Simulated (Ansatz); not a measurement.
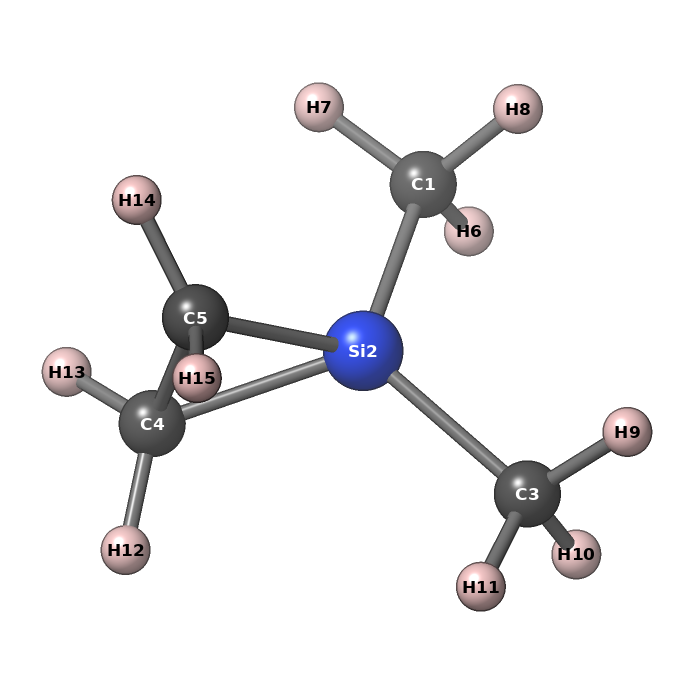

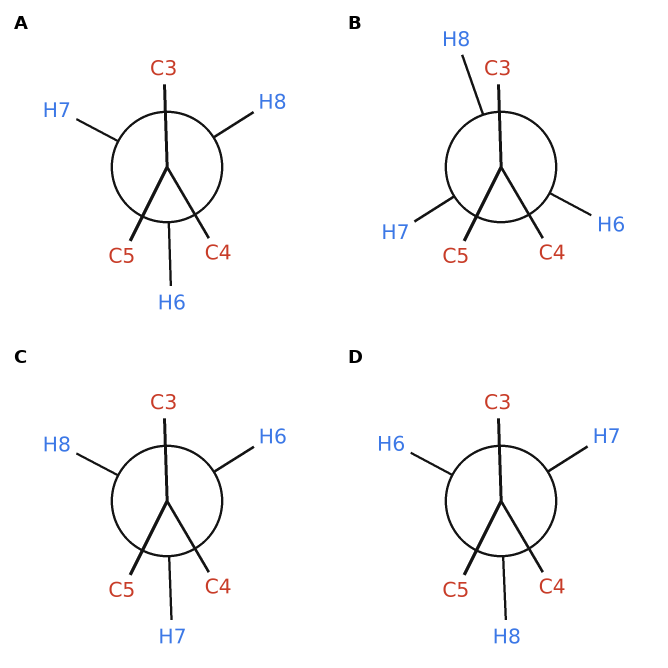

Depth is shown by fading: the farther an atom, the more it takes the colour of the background. Bonds that would overlap in a projection are set slightly apart. The computed structure is the end point of a PBE-D4/def2-SVP optimisation. No frequency run is at hand to confirm it as a minimum.

Which Newman projection shows the view along Si2–C1, with Si2 in front?

C. The torsion angle C3–Si2–C1–H6 is 60°, synclinal (gauche).
